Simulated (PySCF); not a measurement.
# One shape, several levels: PH3 (phosphine)

We compute a comparison of 6 runs (HF/3-21G, HF/6-31G*, HF/cc-pVDZ, PBE/6-31G*, B3LYP/6-31G*, PBE/def2-SVP) of PH3 (phosphine). The job is set up through a Python script.

The calculation is run with PySCF 2.14.0.

## Step 1: The system as given

The species is PH3 (4 atoms), meant as a singlet with charge 0. SMILES: `P`. Geometry: relaxed at PBE0-D4/def2-TZVP.

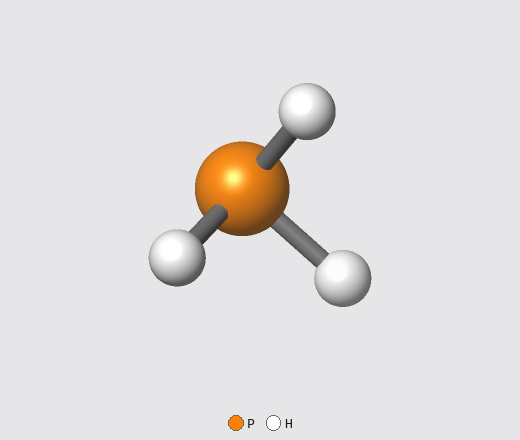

The structure, seen from a chosen angle (phosphorus orange, hydrogen white).

## Step 2: Energy and gradient at HF/3-21G (run 1)

Input file geometry.xyz:

```xyz
4

P      0.346000    -0.326500    -0.332800
H      0.630900    -0.034000     1.027000
H     -1.005500    -0.663000    -0.057200
H      0.028700     1.023500    -0.636900
```

Input file job.py:

```python
from pyscf import gto

mol = gto.M(
    atom='geometry.xyz',
    basis='3-21g',
    max_memory=1860,
    charge=0,
    verbose=4,
    spin=0,
)

calc0 = mol.RHF()
calc0.conv_tol = 1e-10
calc0.kernel()
if not calc0.converged:
    calc0 = calc0.newton().run(calc0.mo_coeff, calc0.mo_occ)

energy = calc0.e_tot
print('E = %.10f Eh' % energy)
grad = calc0.nuc_grad_method().kernel()
dip = calc0.dip_moment()
pop, q = calc0.mulliken_pop()
```

Launch:

```bash
$ OMP_NUM_THREADS=1 python job.py
```

The log of the run:

```text
PySCF version 2.14.0

[... 54 lines left out ...]
converged SCF energy = -340.70375976879
[... 11 lines left out ...]
Dipole moment(X, Y, Z, Debye): -0.69806,  0.65889,  0.67125
[... 24 lines left out ...]
charge of    3H =     -0.02862
```

Wall time 0.98 s (1 thread of Intel Xeon at 2.70GHz, shared host); peak memory 0.12 GiB.

## Step 3: Energy and gradient at HF/6-31G(d) (spherical functions) (run 2)

Input file input.py:

```python
import pyscf.grad
from pyscf import gto

mol = gto.Mole()
mol.atom = [
    ('P', (0.346000, -0.326500, -0.332800)),
    ('H', (0.630900, -0.034000, 1.027000)),
    ('H', (-1.005500, -0.663000, -0.057200)),
    ('H', (0.028700, 1.023500, -0.636900)),
]
mol.spin = 0
mol.max_memory = 1860
mol.basis = '6-31g*'
mol.verbose = 4
mol.build()

myscf = mol.RHF()
myscf.conv_tol = 1e-10
myscf.kernel()
if not myscf.converged:
    myscf = myscf.newton().run(myscf.mo_coeff, myscf.mo_occ)

e_tot = myscf.e_tot
print(f'total energy: {e_tot:.8f} hartree')
grad = myscf.Gradients().kernel()
dip = myscf.dip_moment()
pop, q = myscf.mulliken_pop()
```

Launch:

```bash
$ OMP_NUM_THREADS=1 python input.py
```

The log of the run:

```text
PySCF version 2.14.0

[... 54 lines left out ...]
converged SCF energy = -342.445831373692
total energy: -342.44583137 hartree
[... 10 lines left out ...]
Dipole moment(X, Y, Z, Debye): -0.46331,  0.43734,  0.44546
[... 29 lines left out ...]
charge of    3H =     -0.01263
```

Wall time 1.4 s (1 thread of Intel Xeon at 2.70GHz, shared host); peak memory 0.12 GiB.

Run 3 isn't shown in full; the table further down has it.

## Step 4: Energy and gradient at PBE/6-31G(d) (spherical functions) (run 4)

Input file input.xyz:

```xyz
4

P      0.346000    -0.326500    -0.332800
H      0.630900    -0.034000     1.027000
H     -1.005500    -0.663000    -0.057200
H      0.028700     1.023500    -0.636900
```

Input file input.py:

```python
# P
import pyscf.grad
from pyscf import gto, dft

mol = gto.Mole()
mol.atom = 'input.xyz'
mol.basis = '6-31g*'
mol.max_memory = 1860
mol.verbose = 3
mol.build()

mf = dft.RKS(mol, xc='pbe')
mf.conv_tol = 1e-10
mf.grids.level = 5
mf.kernel()
if not mf.converged:
    mf = mf.newton().run(mf.mo_coeff, mf.mo_occ)

energy = mf.e_tot
print('E = %.10f Eh' % energy)
grad = mf.Gradients().kernel()
dip = mf.dip_moment()
pop, q = mf.mulliken_pop()
```

Launch:

```bash
$ OMP_NUM_THREADS=1 python input.py
```

The log of the run:

```text
converged SCF energy = -342.944465995698
E = -342.9444659957 Eh
--------------- RKS gradients ---------------
         x                y                z
0 P    -0.0069274206     0.0065496285     0.0066398570
1 H    -0.0009020625    -0.0015665472    -0.0061420190
2 H     0.0061302367     0.0011286445    -0.0014870977
3 H     0.0016994116    -0.0061116028     0.0009892789
----------------------------------------------
Dipole moment(X, Y, Z, Debye): -0.65471,  0.61796,  0.62960
 ** Mulliken pop  **
pop of  0 P 1s            1.99969
pop of  0 P 2s            1.99703
pop of  0 P 3s            1.24715
pop of  0 P 4s            0.55298
pop of  0 P 2px           1.98850
pop of  0 P 2py           1.98843
pop of  0 P 2pz           1.98845
pop of  0 P 3px           0.81132
pop of  0 P 3py           0.80337
pop of  0 P 3pz           0.80586
pop of  0 P 4px           0.30741
pop of  0 P 4py           0.29387
pop of  0 P 4pz           0.29813
pop of  0 P 3dxy          0.00855
pop of  0 P 3dyz          0.00721
pop of  0 P 3dz^2         0.03483
pop of  0 P 3dxz          0.00647
pop of  0 P 3dx2-y2       0.03316
pop of  1 H 1s            0.50249
pop of  1 H 2s            0.44005
pop of  2 H 1s            0.50249
pop of  2 H 2s            0.44004
pop of  3 H 1s            0.50250
pop of  3 H 2s            0.44002
 ** Mulliken atomic charges  **
charge of    0P =     -0.17241
charge of    1H =      0.05746
charge of    2H =      0.05747
charge of    3H =      0.05748
```

Run time: 3.6 s. Hardware: 1 thread of Intel Xeon at 2.70GHz, shared host; peak memory 0.31 GiB.

Run 5 isn't shown in full; the table further down has it.

## Step 5: Energy and forces at PBE/def2-SVP (run 6)

Input file job.py:

```python
import pyscf.grad
from pyscf import gto, dft

mol = gto.M(
    atom=[
    ('P', (0.346000, -0.326500, -0.332800)),
    ('H', (0.630900, -0.034000, 1.027000)),
    ('H', (-1.005500, -0.663000, -0.057200)),
    ('H', (0.028700, 1.023500, -0.636900)),
],
    basis='def2-svp',
    max_memory=1860,
    verbose=4,
)

mf = dft.RKS(mol, xc='pbe')
mf.conv_tol = 1e-10
mf.grids.level = 5
mf.kernel()
if not mf.converged:
    mf = mf.newton().run(mf.mo_coeff, mf.mo_occ)

e_tot = mf.e_tot
print('E = %.10f Eh' % e_tot)
grad = mf.Gradients().kernel()
dip = mf.dip_moment()
pop, q = mf.mulliken_pop()
```

Launch:

```bash
$ OMP_NUM_THREADS=1 python job.py
```

The log of the run:

```text
PySCF version 2.14.0

[... 69 lines left out ...]
converged SCF energy = -342.860880323409
[... 12 lines left out ...]
Dipole moment(X, Y, Z, Debye): -0.54111,  0.51075,  0.52034
[... 38 lines left out ...]
charge of    3H =     -0.00383
```

Wall time 3.9 s (1 thread of Intel Xeon at 2.70GHz, shared host); peak memory 0.38 GiB.

## Step 6: All runs side by side

```csv
run,level,integration grid,Cartesian functions,energy (Eh),dipole moment (D),HOMO energy (eV),LUMO energy (eV),wall time
1,HF/3-21G,–,no,-340.703760,1.17,-10.57,4.84,0.98 s
2,HF/6-31G* (spherical functions),–,no,-342.445831,0.78,-10.57,4.48,1.4 s
3,HF/cc-pVDZ,–,no,-342.470309,0.72,-10.54,4.68,1.7 s
4,PBE/6-31G* (spherical functions),5,no,-342.944466,1.10,-6.53,0.19,3.6 s
5,B3LYP/6-31G* (Cartesian functions),5,yes,-343.140249,0.97,-7.51,0.89,4.2 s
6,PBE/def2-SVP,5,no,-342.860880,0.91,-6.53,0.35,3.9 s
```

## Step 7: Summary of results

| quantity | value |
| --- | --- |
| run 6: total energy | -342.86088 Eh |
| run 6: dipole moment | 0.91 D |
| run 6: HOMO energy | -6.53 eV |
| run 6: LUMO energy | 0.35 eV |
| run 6: HOMO–LUMO gap | 6.88 eV |
| run 6: largest force on an atom | 0.813 eV/Å |

**Reading.** The dipole moment (its size) runs from 0.72 D (HF/cc-pVDZ) to 1.17 D (HF/3-21G). The HOMO–LUMO gap runs from 6.72 eV (PBE/6-31G*) to 15.41 eV (HF/3-21G). The two ends differ in method and basis. Totals of different functionals can't be ranked against each other. All runs together took 16 s, the longest 4.2 s.
